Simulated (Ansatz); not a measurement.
```xyz
9

Si   -1.5428   -0.0390   -0.2334
Br    3.4015   -1.8525    1.1126
H    -1.6303   -1.1837   -1.1739
H    -2.0056   -0.4594    1.1125
H    -2.3864    1.0795   -0.7261
H     2.3694   -0.9401    0.6746
P     0.6338    0.5268   -0.0564
H     0.4187    1.7485    0.6294
H     0.7417    1.1198   -1.3393
```

The product side of a reaction path; geometry: PBE0-D4/def2-TZVP.

Computed with Ansatz, RKS PBE0-D4/def2-TZVPP.

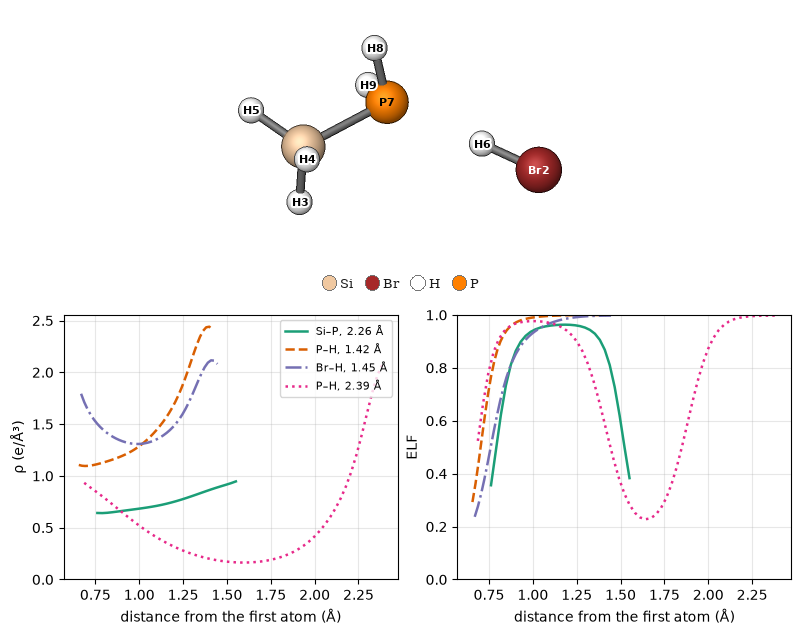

H$_{5}$PSi···HBr. Total electron density and ELF along straight lines between neighbouring atoms. The curves leave out the atomic cores. The structure is drawn too.

Compare the contacts.

Si–P (2.26 Å): ρ at the midpoint is about 0.72 e/Å³, with its minimum of 0.64 e/Å³ about 0.8 Å from Si; the ELF peaks at about 0.95 between the atoms; localised, covalent bonding.
P–H (1.42 Å): the density is about 1.1 e/Å³ at the midpoint; the ELF climbs to about 1 towards the hydrogen, as it does in any bond to H.
Br–H (1.45 Å): ρ is about 1.6 e/Å³ halfway; the ELF climbs to about 1 towards the hydrogen.
P7···H6 (2.39 Å): the density falls to about 0.16 e/Å³ on the way; the ELF dips to about 0.25 between them.
